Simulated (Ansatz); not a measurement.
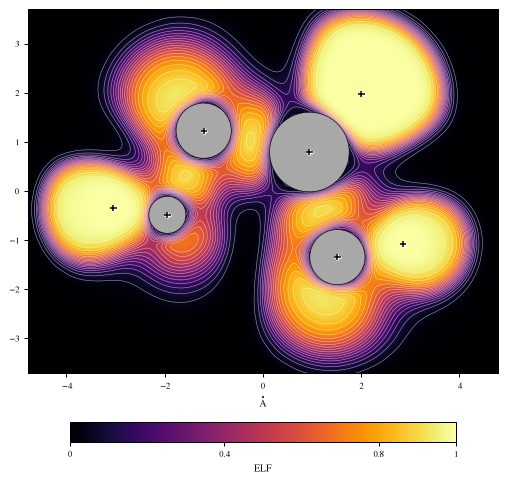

The electron localisation function on a plane through atoms (crosses mark nuclei in the plane; grey discs cover the cores).

The calculation used Ansatz 0.2.0, isolated molecule in a Gaussian basis; Kohn-Sham density functional theory, functional PBE0.

Candidates:
A. CH₅AlS₂ (SMILES C[S][AlH][SH])
B. O₂P₂
C. BHO₃S (SMILES O=BOSO)

**Which system is this?**

Candidate A: CH₅AlS₂ on the plane of atoms S3, Al2 and S4, which holds C, Al, S and H. C–S (1.87 Å): the ELF peaks at about 0.90 between the atoms: a shared electron pair. Al–S (2.20 Å): the ELF peaks at about 0.90 in the valence shell of S, 1.0 Å from its nucleus, and is about 0.90 at the midpoint.
